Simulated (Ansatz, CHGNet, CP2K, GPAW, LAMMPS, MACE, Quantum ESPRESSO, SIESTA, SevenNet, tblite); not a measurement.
# CP2K runs on amorphous Si (114 atoms), part 3 of 3

Aim: run amorphous Si (114 atoms) in CP2K and see how near its forces come to a plane-wave reference, and at what cost.

Program: CP2K 2026.2; the method stands at each step. Banners, paths, timers and routine set-up lines are dropped from the logs unmarked, and long logs keep their key lines alone; longer cuts are marked.

So far. Step 5 (PBE, TZVP-UZH, 350/50 Ry, diagonalisation): Against the first run (4.6 %), the force difference from the reference is 3.1 %, at 1.1 times the CPU time, with 1938 basis functions against 1482: the larger basis brings the forces nearer. Step 6 (LDA, DZVP-MOLOPT-SR, 350/50 Ry, diagonalisation): Against the first run (4.6 %), the force difference from the reference is 7.6 %, at 0.41 times the CPU time (on 2 against 4 cores); the model has changed, so this is no error of the program alone.

### 7. PBE, DZVP-UZH, 175/50 Ry, diagonalisation

Method: Kohn-Sham DFT, PBE, GTH-PBE pseudopotentials, Gaussian and plane waves, DZVP-MOLOPT (UZH set), diagonalisation.

The input, input.inp:

```
&GLOBAL
  PROJECT cell
  RUN_TYPE ENERGY_FORCE
  PRINT_LEVEL LOW
&END GLOBAL
&FORCE_EVAL
  METHOD QS
  STRESS_TENSOR ANALYTICAL
  &DFT
    BASIS_SET_FILE_NAME BASIS_MOLOPT_UZH
    POTENTIAL_FILE_NAME POTENTIAL_UZH
    &MGRID
      CUTOFF 175
      REL_CUTOFF 50
    &END MGRID
    &QS
      EPS_DEFAULT 1.0E-12
    &END QS
    &SCF
      SCF_GUESS ATOMIC
      EPS_SCF 1.0E-06
      MAX_SCF 200
      ADDED_MOS 51
      &DIAGONALIZATION
        ALGORITHM STANDARD
      &END DIAGONALIZATION
      &SMEAR ON
        METHOD FERMI_DIRAC
        ELECTRONIC_TEMPERATURE [K] 580
      &END SMEAR
      &MIXING
        METHOD BROYDEN_MIXING
        ALPHA 0.15
        NBROYDEN 8
      &END MIXING
      &PRINT
        &RESTART OFF
        &END RESTART
      &END PRINT
    &END SCF
    &XC
      &XC_FUNCTIONAL PBE
      &END XC_FUNCTIONAL
    &END XC
    &PRINT
      &MULLIKEN ON
      &END MULLIKEN
      &LOWDIN ON
      &END LOWDIN
      &MO ON
        EIGENVALUES T
        OCCUPATION_NUMBERS T
        MO_INDEX_RANGE 217 240
        &EACH
          QS_SCF 0
        &END EACH
        ADD_LAST NUMERIC
      &END MO
    &END PRINT
  &END DFT
  &SUBSYS
    &CELL
      A 13.28010 0.00000 0.00000
      B 0.00000 13.28010 0.00000
      C 0.00000 0.00000 13.28010
    &END CELL
    &COORD
      SCALED
[... 114 atom lines left out: the same atoms as in the first run ...]
    &END COORD
    &KIND Si
      BASIS_SET DZVP-MOLOPT-PBE-GTH-q4
      POTENTIAL GTH-PBE-q4
    &END KIND
  &END SUBSYS
  &PRINT
    &FORCES ON
    &END FORCES
    &STRESS_TENSOR ON
    &END STRESS_TENSOR
  &END PRINT
&END FORCE_EVAL
```

The run is started by

```sh
$ OMP_NUM_THREADS=2 cp2k.psmp -i input.inp > output.txt
```

Numbers of over 12 decimals in the logs are rounded to 6 here.

What it wrote:

```text
CP2K| version string:                                       CP2K version 2026.2
 CP2K| Input file name                                                 input.inp
 GLOBAL| Basis set file name                                    BASIS_MOLOPT_UZH
 GLOBAL| Potential file name                                       POTENTIAL_UZH
 GLOBAL| Run type                                                   ENERGY_FORCE
 GLOBAL| Total number of message passing processes                             1
 GLOBAL| Number of threads for this process                                    2
 TOTAL NUMBERS AND MAXIMUM NUMBERS
  Total number of            - Atomic kinds:                                   1
                             - Atoms:                                        114
[... lines left out ...]
                        Smear method:                                FERMI_DIRAC
[... lines left out ...]
 Number of electrons:                                                        456
[... lines left out ...]
  Step     Update method      Time    Convergence         Total energy    Change
[... lines left out ...]
  *** SCF run converged in    19 steps ***
[... lines left out ...]
  Fermi energy:                                                 0.194007
  Total energy:                                              -447.467566
  Total energy (extrapolated to T->0):                       -447.464846
[... lines left out ...]
 MO| E(Fermi):            0.194007 a.u.          5.279191 eV
[... lines left out ...]
       1     Si       1          4.003613                             -0.003613
       2     Si       1          4.001360                             -0.001360
       3     Si       1          4.015095                             -0.015095
[...]
# Total charge                            456.000000                  0.000000
 !-----------------------------------------------------------------------------!
 LOWDIN POPULATION ANALYSIS
 #  Atom  Element  Kind  Atomic population                           Net charge
[...]
113     Si       1          4.041910                             -0.041910
     114     Si       1          4.036463                             -0.036463
 # Total charge                            456.000000                  0.000000
 ENERGY| Total FORCE_EVAL ( QS ) energy [hartree]           -447.467554
 FORCES| Atomic forces [hartree/bohr]
 FORCES|   Atom     x               y               z               |f|
 FORCES|      1  4.50964602E-03  7.59409475E-03 -2.24659310E-04   8.83502428E-03
 FORCES|      2 -1.12543657E-02 -1.22685141E-02  8.75560329E-03   1.88105761E-02
 FORCES|      3  1.68350511E-02 -1.64916400E-02 -2.24500215E-02   3.25483732E-02
[...]
FORCES|    113 -2.22781489E-02  8.91836733E-03 -1.53655057E-02   2.84947708E-02
 FORCES|    114 -7.49285760E-04  2.97232960E-03  1.13210205E-02   1.17286690E-02
 FORCES| Sum    -2.74779807E-06 -5.92276541E-06 -4.29587709E-06
 FORCES| Total atomic force                                       7.81563205E-06
 STRESS| Analytical stress tensor [bar]
 STRESS|                        x                   y                   z
 STRESS|      x        1.15507494215E+04   6.31796735134E+03  -3.57719334875E+03
 STRESS|      y        6.31796735134E+03  -3.19926729509E+03  -1.00044491199E+04
 STRESS|      z       -3.57719334875E+03  -1.00044491199E+04   7.65574401060E+03
 STRESS| 1/3 Trace                                             5.33574204567E+03
```

Elapsed: 4.5 min, on 2 threads of Arm Neoverse V2, shared host; peak memory 1.3 GiB; 8.7 min of CPU time.

Against the reference:

```yaml
r_m_s_force_component: 0.8192 eV/Å
r_m_s_difference_of_force_components: 37.6 meV/Å
longest_difference_of_force_vectors: 129.1 meV/Å
force_difference_over_r_m_s_force: 4.637 %
slope_of_forces_against_the_reference_s: 1.009
correlation_of_force_components: 0.999
pressure: 0.5336 GPa
pressure_difference: -0.2531 GPa
energy_less_the_same_level_run_s: -0.0004 meV/atom
r_m_s_force_difference_from_the_same_level_run: 0.054 meV/Å
```

This is a coarse setting, run to see what it loses.

Against the first run (4.6 %), the force difference from the reference is 4.6 %, at 0.91 times the CPU time (on 2 against 4 cores): the change moves forces by 0.054 meV/Å r.m.s., so most of the difference comes from elsewhere.

### 8. All runs compared

Differences are against the plane-wave reference, forces as r.m.s. over components; share is that over the reference's r.m.s. force, slope the least-squares factor from reference forces to these. Total energies of different programs have different zeros and aren't compared.

| run | Δ force, r.m.s. (meV/Å) | share (%) | slope | Δ pressure (GPa) | cores | CPU time | memory (GiB) |
| --- | --- | --- | --- | --- | --- | --- | --- |
| reference | - | - | - | - | 8 | 1.7 min | 2.5 |
| CP2K PBE, DZVP-UZH, 350/50 Ry, diagonalisation | 37.6 | 4.64 | 1.009 | -0.253 | 4 | 9.6 min | 4.0 |
| CP2K GFN1-xTB, diagonalisation | 240 | 29.6 | 1.180 | 6.15 | 1 | 56 s | 0.34 |
| CP2K PBE, SZV-MOLOPT-SR, 350/50 Ry, diagonalisation (coarse) | 370 | 45.6 | 1.337 | 6.34 | 1 | 2.4 min | 2.3 |
| CP2K PBE, TZVP-UZH, 350/50 Ry, diagonalisation | 25.2 | 3.11 | 1.002 | -0.135 | 4 | 11 min | 4.3 |
| CP2K LDA, DZVP-MOLOPT-SR, 350/50 Ry, diagonalisation | 61.6 | 7.60 | 0.959 | -3.69 | 2 | 3.9 min | 2.5 |
| CP2K PBE, DZVP-UZH, 175/50 Ry, diagonalisation (coarse) | 37.6 | 4.64 | 1.009 | -0.253 | 2 | 8.7 min | 1.3 |

Rows marked coarse were listed beforehand as settings not expected to be converged; some can still land near the reference.

CPU time is summed over cores on a shared host, where runs went side by side, so it is rough. Symmetry, cutoffs, thresholds, outputs and thread counts weren't matched or tuned between programs; memory under MPI is the largest rank's times the ranks.

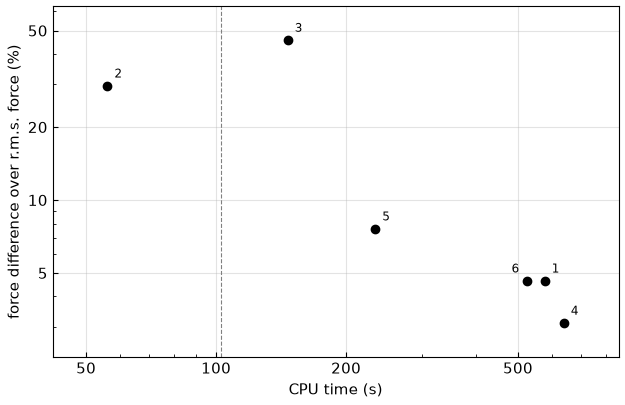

Force difference against CPU time; the dashed line marks the reference's time. Points: 1 CP2K PBE, DZVP-UZH, 350/50 Ry, diagonalisation; 2 CP2K GFN1-xTB, diagonalisation; 3 CP2K PBE, SZV-MOLOPT-SR, 350/50 Ry, diagonalisation; 4 CP2K PBE, TZVP-UZH, 350/50 Ry, diagonalisation; 5 CP2K LDA, DZVP-MOLOPT-SR, 350/50 Ry, diagonalisation; 6 CP2K PBE, DZVP-UZH, 175/50 Ry, diagonalisation.

Within one program, basis, potentials and functional, energies share a zero. Each run against its twin at the usual cutoff or grid and solver:

| run | twin | Δ energy (meV/atom) | Δ force, r.m.s. (meV/Å) | CPU time over the twin's |
| --- | --- | --- | --- | --- |
| CP2K PBE, DZVP-UZH, 175/50 Ry, diagonalisation | DZVP-UZH, 350/50 Ry, diagonalisation | -4.0e-4 | 0.054 | 0.91 (this twin ran on 4 cores) |

### 9. Summary of results

```json
{"nearest in forces": "CP2K PBE, TZVP-UZH, 350/50 Ry, diagonalisation, 3.1 %", "its CPU time": "11 min"}
```

The PBE runs in local orbitals, coarse settings apart, differ by 3.1 % (CP2K PBE, TZVP-UZH, 350/50 Ry, diagonalisation) to 4.6 % (CP2K PBE, DZVP-UZH, 350/50 Ry, diagonalisation); basis, grid and potentials can all enter. Tight binding differs by 30 % (CP2K GFN1-xTB, diagonalisation); it is another model, with fitted parameters of its own, and the xTB methods hold dispersion. Rows with another functional or a dispersion term differ by 7.6 % (CP2K LDA, DZVP-MOLOPT-SR, 350/50 Ry, diagonalisation), which mixes the change of model with differences of basis and potentials. CP2K GFN1-xTB, diagonalisation needed 108 SCF steps, so its time overstates the method's usual cost. Runs with settings chosen to be coarse differ by 4.6 % (CP2K PBE, DZVP-UZH, 175/50 Ry, diagonalisation) to 46 % (CP2K PBE, SZV-MOLOPT-SR, 350/50 Ry, diagonalisation), their programs' other errors included. None of the electronic-structure runs in the table takes under half the reference's CPU time of 1.7 min; they take 0.54 to 6.2 times as much. CP2K PBE, SZV-MOLOPT-SR, 350/50 Ry, diagonalisation stiffens the forces by a factor of 1.34 while following their directions (correlation 0.975); the slopes of the 6 CP2K runs lie between 0.96 and 1.34. In pressure, CP2K PBE, SZV-MOLOPT-SR, 350/50 Ry, diagonalisation misses by +6.3 GPa, at the same functional. Periodic xTB results under one method name differ between programs and library versions. The quench rate of 10 K/ps is many orders above laboratory rates, so the cell is likely richer in defects and strain than a real sample. The network of bonds at the start is that of the classical potential that made the cell, and needn't be the one that DFT or experiment would give. The electronic-structure runs sample only Γ, in a cell whose shortest periodic width is 13 Å, which is coarse for a cell with partly filled levels.

[Also dropped from logs without a mark: logging warnings of Python, and SIESTA's first energy breakdown and zero terms.]

[Logs are printed without paths, hosts, clocks, repeated set-up lines and the standing remarks that a program may print on its own settings, such as how far it seeks lower states.]

[Hosts, paths, dates, database ids (printed as entryN), source tags and the programs' standing remarks are cut or masked in the printed files.]
